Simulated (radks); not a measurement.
**Kr²⁺ with its nuclear charge varied continuously**

What is the energy between the elements? 34 electrons are held in [Ar] 3d10 4s2 4p4 while Z is changed in small steps.

Program: radks (a radial shooting solver on a logarithmic mesh, Libxc functionals) version 1. Level of theory: Dirac Kohn-Sham, LDA (Slater exchange, Perdew-Wang correlation), spin-unpolarised, spherical densities, point nucleus; open shells fill j = l - 1/2 first. These are calculated values, not measurements, unless marked.

### Step 1. Starting point

- element: krypton (Z = 36)
- charge: +2
- electrons: 34
- configuration: [Ar] 3d10 4s2 4p4

In the logs a row gives level, spin channel, occupation and eigenvalue; Etot, Ekin, Encl (electron-nucleus), Eh (Hartree) and Exc are energies, all in hartree; err is the last residual, it the number of iterations.

### Step 2. Z = 36

Settings of this run:

```text
Z 36
configuration [Ar] 3d10 4s2 4p4
relativity Dirac
functional lda,pw
spin unpolarised
j_filling energy
nucleus point
c 137.035999084
```

Log:

```text
1s1/2   1   2.0000        -520.23618965
2s1/2   1   2.0000         -69.32650518
2p1/2   1   2.0000         -62.79809726
2p3/2   1   4.0000         -60.82347582
3s1/2   1   2.0000         -10.59441927
3p1/2   1   2.0000          -8.28805527
3p3/2   1   4.0000          -7.99656558
3d3/2   1   4.0000          -3.95931930
3d5/2   1   6.0000          -3.91125453
4s1/2   1   2.0000          -1.69742218
4p1/2   1   2.0000          -1.16295935
4p3/2   1   2.0000          -1.13279647
Etot -2785.614944401053
Ekin 2859.805117223495
Encl -6703.665462580437
Eh 1150.5774716679766
Exc -92.33207071208781
err 8.047943176206927e-10
it 14
```

Highest occupied level: 4p3/2 at -30.825 eV.

Radial moments (bohr):

| level | occupation | energy (eV) | <r> | outermost maximum (interpolated) | 90 % within | nodes |
| --- | --- | --- | --- | --- | --- | --- |
| 3s1/2 | 2 | -288.29 | 0.5311 | 0.468 | 0.790 | 2 |
| 3p1/2 | 2 | -225.53 | 0.5339 | 0.457 | 0.815 | 1 |
| 3p3/2 | 4 | -217.60 | 0.5445 | 0.466 | 0.831 | 1 |
| 3d3/2 | 4 | -107.74 | 0.5528 | 0.408 | 0.906 | 0 |
| 3d5/2 | 6 | -106.43 | 0.5567 | 0.411 | 0.912 | 0 |
| 4s1/2 | 2 | -46.189 | 1.499 | 1.31 | 2.20 | 3 |
| 4p1/2 | 2 | -31.646 | 1.715 | 1.46 | 2.56 | 2 |
| 4p3/2 | 2 | -30.825 | 1.746 | 1.49 | 2.61 | 2 |

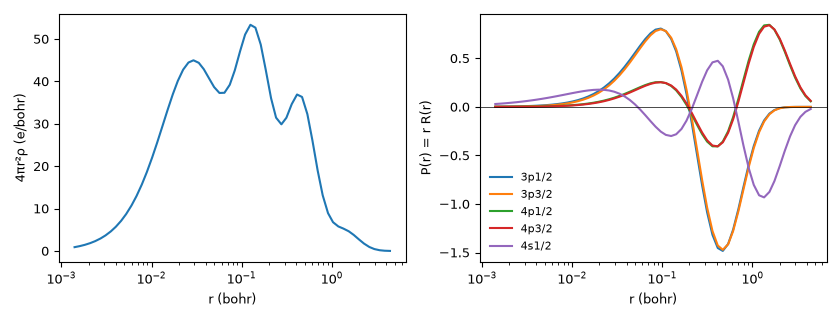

Left: shells in the radial density. Right: radial functions of the outer levels.

### Step 3. Z = 35

Input: that of step 2 with these lines changed.

```diff
@@ -1,2 +1,2 @@
-Z 36
+Z 35
 configuration [Ar] 3d10 4s2 4p4
```

Log:

```text
1s1/2   1   2.0000        -488.85880239
2s1/2   1   2.0000         -63.97614385
2p1/2   1   2.0000         -57.70716482
2p3/2   1   4.0000         -55.96483052
3s1/2   1   2.0000          -9.12135150
3p1/2   1   2.0000          -6.94110459
3p3/2   1   4.0000          -6.68951161
3d3/2   1   4.0000          -2.89247474
3d5/2   1   6.0000          -2.85248696
4s1/2   1   2.0000          -1.12155237
4p1/2   1   2.0000          -0.66049059
4p3/2   1   2.0000          -0.63902831
Etot -2602.840752715823
Ekin 2668.1716673465626
Encl -6276.746415041165
Eh 1094.2521294432586
Exc -88.51813446447875
err 1.8093250362329606e-09
it 14
```

Energy against step 2 (Z = 36): +4973.5 eV. Highest occupied level: 4p3/2 at -17.389 eV.

### Step 4. Z = 35.2

Input: that of step 3 with these lines changed.

```diff
@@ -1,2 +1,2 @@
-Z 35
+Z 35.2
 configuration [Ar] 3d10 4s2 4p4
```

Log:

```text
1s1/2   1   2.0000        -495.04439098
2s1/2   1   2.0000         -65.02149663
2p1/2   1   2.0000         -58.70087939
2p3/2   1   4.0000         -56.91385821
3s1/2   1   2.0000          -9.40373774
3p1/2   1   2.0000          -7.19844843
3p3/2   1   4.0000          -6.93925201
3d3/2   1   4.0000          -3.09430365
3d5/2   1   6.0000          -3.05278592
4s1/2   1   2.0000          -1.22964561
4p1/2   1   2.0000          -0.75388102
4p3/2   1   2.0000          -0.73079582
Etot -2638.845427142507
Ekin 2705.879049500086
Encl -6361.030790021989
Eh 1105.5889111787433
Exc -89.28259779934763
err 1.2767769876785756e-09
it 14
```

E − E(step 2, Z = 36) = +3993.8 eV. Highest occupied level: 4p3/2 at -19.886 eV.

### Step 5. Z = 35.4

Input: that of step 4 with these lines changed.

```diff
@@ -1,2 +1,2 @@
-Z 35.2
+Z 35.4
 configuration [Ar] 3d10 4s2 4p4
```

Log:

```text
1s1/2   1   2.0000        -501.27497559
2s1/2   1   2.0000         -66.07930273
2p1/2   1   2.0000         -59.70692277
2p3/2   1   4.0000         -57.87434161
3s1/2   1   2.0000          -9.69234804
3p1/2   1   2.0000          -7.46192407
3p3/2   1   4.0000          -7.19493934
3d3/2   1   4.0000          -3.30201112
3d5/2   1   6.0000          -3.25892147
4s1/2   1   2.0000          -1.34136385
4p1/2   1   2.0000          -0.85090595
4p3/2   1   2.0000          -0.82614023
Etot -2675.1251855370906
Ekin 2743.8956105597017
Encl -6445.861104845805
Eh 1116.8864357168472
Exc -90.04612696783451
err 1.4550914210679974e-09
it 14
```

Energy against step 2 (Z = 36): +3006.6 eV. 4p3/2 is the highest filled level (-22.480 eV).

### Step 6. Z = 35.6

Input: that of step 5 with these lines changed.

```diff
@@ -1,2 +1,2 @@
-Z 35.4
+Z 35.6
 configuration [Ar] 3d10 4s2 4p4
```

Log:

```text
1s1/2   1   2.0000        -507.55049737
2s1/2   1   2.0000         -67.14946129
2p1/2   1   2.0000         -60.72519484
2p3/2   1   4.0000         -58.84616848
3s1/2   1   2.0000          -9.98706444
3p1/2   1   2.0000          -7.73141534
3p3/2   1   4.0000          -7.45645436
3d3/2   1   4.0000          -3.51548116
3d5/2   1   6.0000          -3.47077688
4s1/2   1   2.0000          -1.45661615
4p1/2   1   2.0000          -0.95147669
4p3/2   1   2.0000          -0.92497187
Etot -2711.6800155067176
Ekin 2782.2218118633564
Encl -6531.241340895742
Eh 1128.1483378791213
Exc -90.80882435345345
err 1.0413321452197295e-09
it 14
```

Energy against step 2 (Z = 36): +2011.9 eV. The top filled level is 4p3/2, -25.170 eV.

### Step 7. Z = 35.8

Input: that of step 6 with these lines changed.

```diff
@@ -1,2 +1,2 @@
-Z 35.6
+Z 35.8
 configuration [Ar] 3d10 4s2 4p4
```

Log:

```text
1s1/2   1   2.0000        -513.87091254
2s1/2   1   2.0000         -68.23188657
2p1/2   1   2.0000         -61.75561059
2p3/2   1   4.0000         -59.82924157
3s1/2   1   2.0000         -10.28778468
3p1/2   1   2.0000          -8.00682167
3p3/2   1   4.0000          -7.72369342
3d3/2   1   4.0000          -3.73461323
3d5/2   1   6.0000          -3.68825082
4s1/2   1   2.0000          -1.57532469
4p1/2   1   2.0000          -1.05551672
4p3/2   1   2.0000          -1.02721319
Etot -2748.509925937759
Ekin 2820.858142636882
Encl -6617.175054797552
Eh 1139.3777655552808
Exc -91.57077933237008
err 9.056953483505981e-10
it 14
```

Energy against step 2 (Z = 36): +1009.7 eV. The top filled level is 4p3/2, -27.952 eV.

### Step 8. Z = 36.2

Input: that of step 7 with these lines changed.

```diff
@@ -1,2 +1,2 @@
-Z 35.8
+Z 36.2
 configuration [Ar] 3d10 4s2 4p4
```

Log:

```text
1s1/2   1   2.0000        -526.64630744
2s1/2   1   2.0000         -70.43325392
2p1/2   1   2.0000         -63.85259227
2p3/2   1   4.0000         -61.82879622
3s1/2   1   2.0000         -10.90688937
3p1/2   1   2.0000          -8.57503888
3p3/2   1   4.0000          -8.27499047
3d3/2   1   4.0000          -4.18952173
3d5/2   1   6.0000          -4.13970958
4s1/2   1   2.0000          -1.82284995
4p1/2   1   2.0000          -1.27374601
4p3/2   1   2.0000          -1.24166213
Etot -2822.995115033885
Ekin 2899.063272656499
Encl -6790.715503022224
Eh 1161.7498839097111
Exc -93.09276857787174
err 9.72125342917355e-10
it 14
```

Energy against step 2 (Z = 36): -1017.2 eV. Highest occupied level: 4p3/2 at -33.787 eV.

### Step 9. Z = 36.4

Input: that of step 8 with these lines changed.

```diff
@@ -1,2 +1,2 @@
-Z 36.2
+Z 36.4
 configuration [Ar] 3d10 4s2 4p4
```

Log:

```text
1s1/2   1   2.0000        -533.10125322
2s1/2   1   2.0000         -71.55207815
2p1/2   1   2.0000         -64.91904154
2p3/2   1   4.0000         -62.84513615
3s1/2   1   2.0000         -11.22512503
3p1/2   1   2.0000          -8.86770411
3p3/2   1   4.0000          -8.55889654
3d3/2   1   4.0000          -4.42515154
3d5/2   1   6.0000          -4.37354621
4s1/2   1   2.0000          -1.95155642
4p1/2   1   2.0000          -1.38782493
4p3/2   1   2.0000          -1.35375732
Etot -2860.6504967878977
Ekin 2938.6331667696477
Encl -6878.327886688814
Eh 1172.897158859082
Exc -93.85293572781332
err 1.1275029107346683e-09
it 14
```

Energy against step 2 (Z = 36): -2041.8 eV. 4p3/2 is the highest filled level (-36.838 eV).

### Step 10. Z = 36.6

Input: that of step 9 with these lines changed.

```diff
@@ -1,2 +1,2 @@
-Z 36.4
+Z 36.6
 configuration [Ar] 3d10 4s2 4p4
```

Log:

```text
1s1/2   1   2.0000        -539.60102160
2s1/2   1   2.0000         -72.68293045
2p1/2   1   2.0000         -65.99739820
2p3/2   1   4.0000         -63.87243610
3s1/2   1   2.0000         -11.54906388
3p1/2   1   2.0000          -9.16599010
3p3/2   1   4.0000          -8.84821976
3d3/2   1   4.0000          -4.66614707
3d5/2   1   6.0000          -4.61270200
4s1/2   1   2.0000          -2.08349599
4p1/2   1   2.0000          -1.50515006
4p3/2   1   2.0000          -1.46903492
Etot -2898.5811619630476
Ekin 2978.5153765757404
Encl -6966.505134323252
Eh 1184.0212245868242
Exc -94.61262880236055
err 1.2647924811120023e-09
it 14
```

E − E(step 2, Z = 36) = -3074.0 eV. The top filled level is 4p3/2, -39.974 eV.

### Step 11. Z = 36.8

Input: that of step 10 with these lines changed.

```diff
@@ -1,2 +1,2 @@
-Z 36.6
+Z 36.8
 configuration [Ar] 3d10 4s2 4p4
```

Log:

```text
1s1/2   1   2.0000        -546.14561345
2s1/2   1   2.0000         -73.82576961
2p1/2   1   2.0000         -67.08762151
2p3/2   1   4.0000         -64.91064261
3s1/2   1   2.0000         -11.87865006
3p1/2   1   2.0000          -9.46984242
3p3/2   1   4.0000          -9.14290248
3d3/2   1   4.0000          -4.91245295
3d5/2   1   6.0000          -4.85712077
4s1/2   1   2.0000          -2.21862808
4p1/2   1   2.0000          -1.62568021
4p3/2   1   2.0000          -1.58745268
Etot -2936.787194968424
Ekin 3018.710496952308
Encl -7055.249607466557
Eh 1195.1238147343902
Exc -95.37189918856527
err 2.2501705748076963e-09
it 14
```

Energy against step 2 (Z = 36): -4113.6 eV. 4p3/2 is the highest filled level (-43.197 eV).

### Step 12. Z = 37

Input: that of step 11 with these lines changed.

```diff
@@ -1,2 +1,2 @@
-Z 36.8
+Z 37
 configuration [Ar] 3d10 4s2 4p4
```

Log:

```text
1s1/2   1   2.0000        -552.73503506
2s1/2   1   2.0000         -74.98055974
2p1/2   1   2.0000         -68.18967606
2p3/2   1   4.0000         -65.95970739
3s1/2   1   2.0000         -12.21383331
3p1/2   1   2.0000          -9.77921220
3p3/2   1   4.0000          -9.44289260
3d3/2   1   4.0000          -5.16401917
3d5/2   1   6.0000          -5.10675171
4s1/2   1   2.0000          -2.35691644
4p1/2   1   2.0000          -1.74937840
4p3/2   1   2.0000          -1.70897249
Etot -2975.268691265782
Ekin 3059.219139420047
Encl -7144.563532887247
Eh 1206.2064959483555
Exc -96.13079374693774
err 3.277501166572962e-09
it 15
```

E − E(step 2, Z = 36) = -5160.7 eV. 4p3/2 is the highest filled level (-46.504 eV).

### Step 13. All runs together

| Z | E (hartree) | E(electron-nucleus)/Z (hartree) | highest level | its energy (eV) | <r> (bohr) |
| --- | --- | --- | --- | --- | --- |
| 35 | -2602.84075 | -179.336 | 4p3/2 | -17.389 | 1.972 |
| 35.2 | -2638.84543 | -180.711 | 4p3/2 | -19.886 | 1.920 |
| 35.4 | -2675.12519 | -182.086 | 4p3/2 | -22.480 | 1.872 |
| 35.6 | -2711.68002 | -183.462 | 4p3/2 | -25.170 | 1.828 |
| 35.8 | -2748.50993 | -184.837 | 4p3/2 | -27.952 | 1.786 |
| 36 | -2785.61494 | -186.213 | 4p3/2 | -30.825 | 1.746 |
| 36.2 | -2822.99512 | -187.589 | 4p3/2 | -33.787 | 1.709 |
| 36.4 | -2860.65050 | -188.965 | 4p3/2 | -36.838 | 1.674 |
| 36.6 | -2898.58116 | -190.342 | 4p3/2 | -39.974 | 1.641 |
| 36.8 | -2936.78719 | -191.719 | 4p3/2 | -43.197 | 1.610 |
| 37 | -2975.26869 | -193.096 | 4p3/2 | -46.504 | 1.580 |

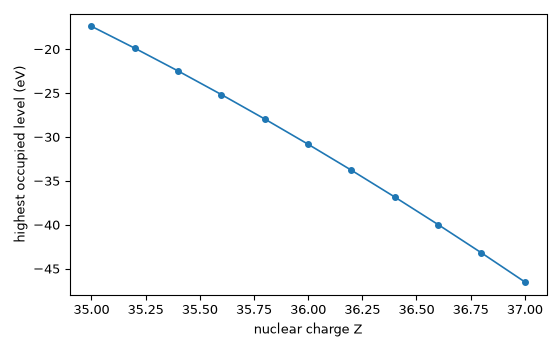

The highest occupied level against the nuclear charge.

In words: At Z = 36 the central difference of E is -186.213 hartree, against -186.213 from the Hellmann-Feynman theorem. The top level goes from -17.389 eV at Z = 35 to -46.504 eV at Z = 37.
